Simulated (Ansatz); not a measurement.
# N2O (nitrous oxide): CCSDTQ/STO-3G

What is the energy change on altering one bond length of N2O (nitrous oxide) at CCSDTQ/STO-3G? 

Program for the calculation: Ansatz 0.2.0.

30 further runs of the same task are left out: 6 that didn't finish, 24 set aside as unsound or not needed.

**1. The molecule**

N2O: 3 atoms, total charge 0, spin state singlet. SMILES: `N#[N+][O-]`. Geometry: relaxed at PBE0-D4/def2-TZVP.

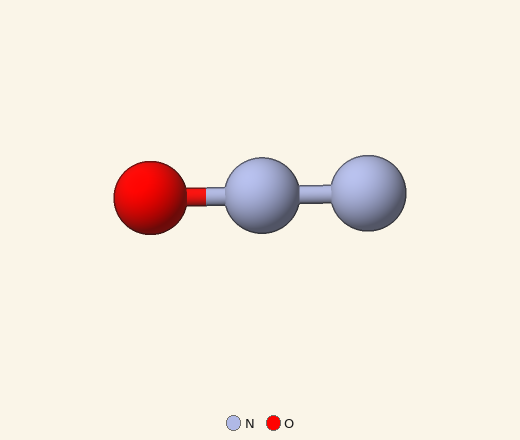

Viewed from a chosen angle; nitrogen light blue, oxygen red.

**2. A single-point energy at CCSDTQ/STO-3G**

File job.yaml:

```yaml
basis:
  gaussian:
    orbitals: STO-3G
crystal:
  periodic: [false, false, false]
  atoms:
    - {symbol: N, position_ang: [-0.511700, 1.001300, -0.167900]}
    - {symbol: N, position_ang: [-0.008400, 0.016500, -0.002800]}
    - {symbol: O, position_ang: [0.520100, -1.017800, 0.170700]}
correlation:
  method: ccsdtq
  frozen_orbitals: {"N": 1, O: 1}
accuracy: high
scf:
  omitted_lower_state_checks: [cluster_reference, increment]
```

Run with:

```
$ ansatz run job.yaml --threads 1 --pin off --max-ram 2610MiB --events-out events.jsonl --progress --plain --runs-dir runs
```

Standard output (excerpt; [...] marks lines left out):

```text
Warning: RAYON_NUM_THREADS=1 ignored (pool sized by the plan → 1); use --threads N
Functional definition: HF
  name "HF"
[...]
252 factors; integrals over basis functions are off by at most 2.3e-8 eV
[...]
mean field -4930.34395590 eV, -181.1867984723 hartree, gradient 8.9e-8 eV, S^2 0.000000; 0 other end points of the search recorded, 0 dependent functions left out; unrestricted orbitals would lower it
3 core orbitals not correlated: weight in the atoms' cores, before any rotation towards them, 1.000 or more for the frozen orbitals, at most 0.000 for the correlated occupied ones
reference -4930.34395590 eV, -181.1867984723 hartree; 8, 8 occupied and 4, 4 virtual orbitals, 252 factors
second order -6.44151662 eV of doubles, -0.00000000 eV of singles
cycle   1  -5.45087594 eV  change    9.9e-1 eV  update   1.9e-1
[...]
cycle  24  -6.57804168 eV  change  -2.0e-10 eV  update  8.0e-10
Total energy: -4936.92199759 eV, -181.4285370454 hartree
Checks for a lower state left out: cluster_reference, increment
```

Wall time 15 s (1 thread of Intel Xeon Platinum 8375C at 2.90GHz (Ice Lake), shared host); peak memory 0.39 GiB.

**3. The distorted shape**

File in.yaml:

```yaml
crystal:
  periodic: [false, false, false]
  atoms:
    - {symbol: N, position_ang: [-0.643831, 1.259886, -0.211277]}
    - {symbol: N, position_ang: [-0.140531, 0.275086, -0.046177]}
    - {symbol: O, position_ang: [0.520100, -1.017800, 0.170700]}
basis:
  gaussian:
    orbitals: STO-3G
correlation:
  method: ccsdtq
  frozen_orbitals: {"N": 1, O: 1}
accuracy: high
scf:
  omitted_lower_state_checks: [cluster_reference, increment]
```

Run with:

```
$ ansatz run in.yaml --threads 1 --pin off --max-ram 2610MiB --events-out events.jsonl --progress --plain --runs-dir runs
```

Standard output (excerpt; [...] marks lines left out):

```text
Warning: RAYON_NUM_THREADS=1 ignored (pool sized by the plan → 1); use --threads N
Functional definition: HF
  name "HF"
[...]
249 factors; integrals over basis functions are off by at most 1.4e-8 eV
[...]
mean field -4930.38733206 eV, -181.1883925168 hartree, gradient 8.3e-8 eV, S^2 0.000000; 0 other end points of the search recorded, 0 dependent functions left out; unrestricted orbitals would lower it
3 core orbitals not correlated: weight in the atoms' cores, before any rotation towards them, 1.000 or more for the frozen orbitals, at most 0.000 for the correlated occupied ones
reference -4930.38733206 eV, -181.1883925168 hartree; 8, 8 occupied and 4, 4 virtual orbitals, 249 factors
second order -5.54475556 eV of doubles, -0.00000000 eV of singles
cycle   1  -5.23244046 eV  change    3.1e-1 eV  update   1.5e-1
[...]
cycle  33  -6.37202141 eV  change  -5.1e-10 eV  update  8.9e-10
Total energy: -4936.75935347 eV, -181.4225599844 hartree
Checks for a lower state left out: cluster_reference, increment
```

It took 16 s on 1 thread of Intel Xeon Platinum 8375C at 2.90GHz (Ice Lake), shared host; peak memory 0.39 GiB.

**4. Outcome**

Level: CCSDTQ/STO-3G, 3 core orbitals frozen.

```
                                                         quantity          value
                                        first shape: total energy  -181.42854 Eh
         first shape: correlation energy (3 core orbitals frozen)     -241.7 mEh
                                       first shape: T1 diagnostic          0.021
                                    distorted shape: total energy  -181.42256 Eh
     distorted shape: correlation energy (3 core orbitals frozen)     -234.2 mEh
                                   distorted shape: T1 diagnostic          0.044
energy change with the N2–O3 bond stretched from 1.174 to 1.468 Å       0.163 eV
```

With the N2–O3 bond stretched from 1.174 to 1.468 Å the energy rises by 0.16 eV (3.8 kcal/mol). The first shape isn't relaxed at this level, so the change isn't measured from a minimum. The minimal basis adds a large error of its own. The restricted solution (first shape) is unstable to spin breaking: an unrestricted one lies lower. The restricted solution (distorted shape) is unstable to spin breaking: an unrestricted one lies lower.
